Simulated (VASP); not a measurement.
Band structure of YbB₂ (space group P6/mmm). All values below come from r2SCAN+rVV10, VASP's PBE PAW potentials (set 64) (plane waves; VASP 6.6.1).

The 4f electrons are frozen in the core of the lanthanide potential, so 4f levels, which can set the real gap, and their magnetism are missing.

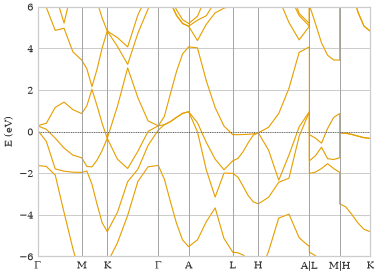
*Bands along high-symmetry lines, zero at the valence-band maximum or, without a gap, the Fermi level*

Task: Read the plot: is there a gap, and where are the band edges?

Result: It has no gap at this level: it comes out as a metal or semimetal.

The structure comes from a measured YbB2 entry (P6/mmm) of the Crystallography Open Database, whose conditions weren't checked. It was relaxed first.
